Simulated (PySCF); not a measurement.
# singlet Si2H4: levels of theory compared

Wanted: a comparison of 4 runs (BCCD(T)/STO-6G, CCSDT(Q)/STO-6G, CCSDTQ/STO-6G, QCISD(T)/STO-6G) of singlet Si2H4. 

Program for the calculation: PySCF 2.14.0.

4 further runs of the same task are left out: 4 set aside as unsound or not needed.

### Step 1. Starting point

Si2H4: 6 atoms, total charge 0, spin state singlet. As SMILES of the parent species, `[SiH][SiH3]`. Geometry: relaxed at GFN2-xTB. That shape belongs to the parent species and isn't relaxed for this state.

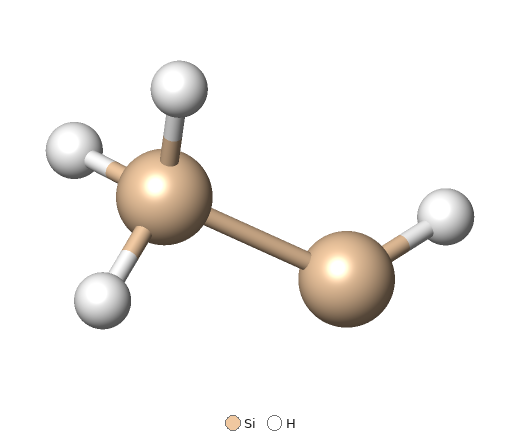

Viewed from a chosen angle; silicon light orange, hydrogen white.

### Step 2. The energy at BCCD(T)/STO-6G (run 1)

calc.py reads:

```python
from pyscf import gto, cc
from pyscf.cc.bccd import bccd_kernel_

mol = gto.M(
    atom='''
Si     0.322720    -1.575880     0.287350
Si    -0.300130     0.523270    -0.245660
H      1.427930    -2.017820     1.155760
H     -1.456530     0.376070    -1.136010
H      0.714920     1.325330    -0.951090
H     -0.708920     1.369020     0.889660
''',
    basis='sto-6g',
    max_memory=1860,
    verbose=3,
)

myscf = mol.RHF()
myscf.conv_tol = 1e-10
myscf.kernel()
if not myscf.converged:
    myscf = myscf.newton().run(myscf.mo_coeff, myscf.mo_occ)

mycc = cc.CCSD(myscf, frozen=10).run()
mycc = bccd_kernel_(mycc, diis=True)
e_t = mycc.ccsd_t()
energy = mycc.e_tot + e_t
print('Final energy', energy)
```

Started as:

```bash
$ OMP_NUM_THREADS=1 python calc.py
```

Output:

```text
converged SCF energy = -577.988762592464
E(CCSD) = -578.0930453526211  E_corr = -0.1042827601574104
BCCD loop starts.

[... 22 lines left out ...]
CCSD converged
[... 21 lines left out ...]
CCSD converged
[... 3 lines left out ...]
******** <class 'pyscf.cc.ccsd.CCSD'> ********
CC2 = 0
CCSD nocc = 6, nmo = 12
frozen orbitals 10
max_cycle = 50
direct = 0
conv_tol = 1e-07
conv_tol_normt = 1e-05
diis_space = 6
diis_start_cycle = 0
diis_start_energy_diff = 1e+09
Init E_corr(CCSD) = -0.105116602677485
cycle = 1  E_corr(CCSD) = -0.105122187055655  dE = -5.58437817e-06  norm(t1,t2) = 0.000203216
cycle = 2  E_corr(CCSD) = -0.105121331091539  dE = 8.55964116e-07  norm(t1,t2) = 3.09207e-05
cycle = 3  E_corr(CCSD) = -0.105120655264737  dE = 6.75826802e-07  norm(t1,t2) = 6.97956e-06
cycle = 4  E_corr(CCSD) = -0.105120426969404  dE = 2.28295333e-07  norm(t1,t2) = 1.31526e-06
cycle = 5  E_corr(CCSD) = -0.10512037707572  dE = 4.9893684e-08  norm(t1,t2) = 4.14708e-07
CCSD converged
E(CCSD) = -578.0929858414363  E_corr = -0.1051203770757201
BCC iter:    2  E:    -578.092985841436  dE:    4.116e-07  |t1|:    2.710e-06
CCSD(T) correction = -0.000813961884764214
Final energy -578.0937998033211
```

It took 1.5 s on 1 thread of Arm Neoverse V1, shared host; peak memory 0.12 GiB.

### Step 3. The energy at CCSDT(Q)/STO-6G (run 2)

mol.xyz reads:

```xyz
6

Si     0.322720    -1.575880     0.287350
Si    -0.300130     0.523270    -0.245660
H      1.427930    -2.017820     1.155760
H     -1.456530     0.376070    -1.136010
H      0.714920     1.325330    -0.951090
H     -0.708920     1.369020     0.889660
```

job.py reads:

```python
from pyscf import gto, scf, cc

system = gto.M(
    atom='mol.xyz',
    max_memory=1860,
    verbose=3,
    charge=0,
    spin=0,
    basis='sto-6g',
)

mf = scf.RHF(system)
mf.conv_tol = 1e-10
mf.kernel()
if not mf.converged:
    mf = mf.newton().run(mf.mo_coeff, mf.mo_occ)

mycc = cc.CCSDT(mf, frozen=10)
mycc.kernel()
e_bracket, e_q = mycc.ccsdt_q()
e_final = mycc.e_tot + e_q
print('E = %.10f Eh' % e_final)
```

Started as:

```bash
$ OMP_NUM_THREADS=1 python job.py
```

Output:

```text
converged SCF energy = -577.988762592464
_make_eris_incore_RCCSDT

WARN: A large `blksize` is being used, which may cause large memory consumption
      for storing contraction intermediates. If memory is sufficient, consider using
      `pyscf.cc.rccsdt_highm.RCCSDT` instead.

WARN: A large `blksize_oovv` is being used, which may cause large memory consumption
      for storing contraction intermediates. If memory is sufficient, consider using
      `pyscf.cc.rccsdt_highm.RCCSDT` instead.

WARN: A large `blksize_oooo` is being used, which may cause large memory consumption
      for storing contraction intermediates. If memory is sufficient, consider using
      `pyscf.cc.rccsdt_highm.RCCSDT` instead.

RCCSDT converged
E(RCCSDT) = -578.0941579317836   E_corr = -0.1053953393198892
E_corr(same-spin) = -0.00215565400113035
E_corr(oppo-spin) = -0.103239685318759
_make_eris_incore_RCCSDT
E = -578.0942020971 Eh
```

Run time: 1.9 s. Hardware: 1 thread of Arm Neoverse V1, shared host; peak memory 0.1 GiB.

Run 3 isn't shown in full; the table further down has it.

### Step 4. The energy at QCISD(T)/STO-6G (run 4)

input.py reads:

```python
from pyscf import gto, scf, cc

mol = gto.M(
    atom='''
Si       0.322720      -1.575880       0.287350
Si      -0.300130       0.523270      -0.245660
H        1.427930      -2.017820       1.155760
H       -1.456530       0.376070      -1.136010
H        0.714920       1.325330      -0.951090
H       -0.708920       1.369020       0.889660
''',
    spin=0,
    verbose=3,
    basis='sto-6g',
    charge=0,
    max_memory=1860,
)

mf = scf.RHF(mol)
mf.conv_tol = 1e-10
mf.kernel()
if not mf.converged:
    mf = mf.newton().run(mf.mo_coeff, mf.mo_occ)

mycc = cc.QCISD(mf, frozen=10)
mycc.kernel()
e_t = mycc.qcisd_t()
etot = mycc.e_tot + e_t
print(f'total energy: {etot:.8f} hartree')
```

Started as:

```bash
$ OMP_NUM_THREADS=1 python input.py
```

Output:

```text
converged SCF energy = -577.988762592464
E(QCISD) = -578.0931096124425  E_corr = -0.1043470199788079
QCISD(T) correction = -0.000744845118142381
total energy: -578.09385446 hartree
```

Run time: 1.1 s. Hardware: 1 thread of Arm Neoverse V1, shared host; peak memory 0.1 GiB.

### Step 5. Overview of the runs

| run | level | energy (Eh) | correlation energy (mEh) | wall time |
| --- | --- | --- | --- | --- |
| 1 | BCCD(T)/STO-6G | -578.093800 | -105.0 | 1.5 s |
| 2 | CCSDT(Q)/STO-6G | -578.094202 | -105.4 | 1.9 s |
| 3 | CCSDTQ/STO-6G | -578.094222 | -105.5 | 26 s |
| 4 | QCISD(T)/STO-6G | -578.093854 | -105.1 | 1.1 s |

### Step 6. Results

| quantity | value |
| --- | --- |
| run 4: total energy | -578.09385 Eh |
| run 4: dipole moment (Hartree–Fock density) | 1.03 D |
| run 4: HOMO energy (Hartree–Fock orbitals) | -4.29 eV |
| run 4: LUMO energy (Hartree–Fock orbitals) | 5.77 eV |
| run 4: HOMO–LUMO gap (Hartree–Fock orbitals) | 10.06 eV |
| run 4: correlation energy (10 core orbitals frozen) | -105.1 mEh |
| run 4: (T) correction | -0.74 mEh |
| run 4: T1 diagnostic | 0.009 |

**Reading.** In runs 1, 2, 3, 4 the basis is minimal, so the values are rough. All runs together took 31 s, the longest 26 s.
